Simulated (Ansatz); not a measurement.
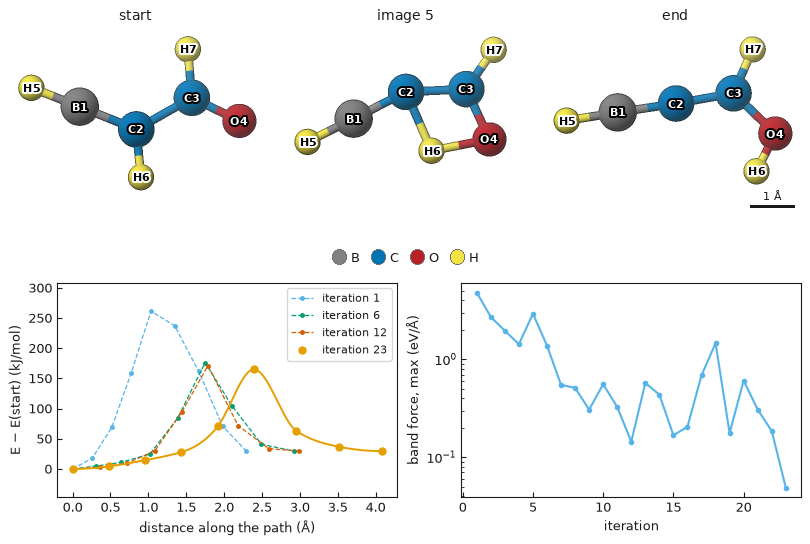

A search for the minimum-energy path of C2H3BO by the nudged elastic band. Images are numbered from 0 (start) to 8 (end). The plot follows the band through its iterations. Style: ball-and-stick. Shown face on.

Computed with RKS PBE0/def2-SVP in Ansatz 0.2.0. Settings: 7 movable images; climbing image; force threshold 0.05 eV/Å; iteration limit 60; starting path through a guess of the saddle point.

How did the profile develop, and is the result final?

The result is final at these settings. The band converged in 23 iterations. The largest component of the band force went from 4.8 to 0.049 eV/Å. The climbing image converged on the top of the path. Its vibrational analysis gives one imaginary mode (1759i cm⁻¹), as a transition state must have. The first iteration put the highest image at 261.4 kJ/mol. The highest point, image 5, lies 164.9 kJ/mol above the start and 135.4 kJ/mol above the end; the end is at +29.5 kJ/mol relative to the start.

Cost: 4.2 min on 1 thread of Arm Neoverse V2, on a shared host, peak memory 0.13 GiB.
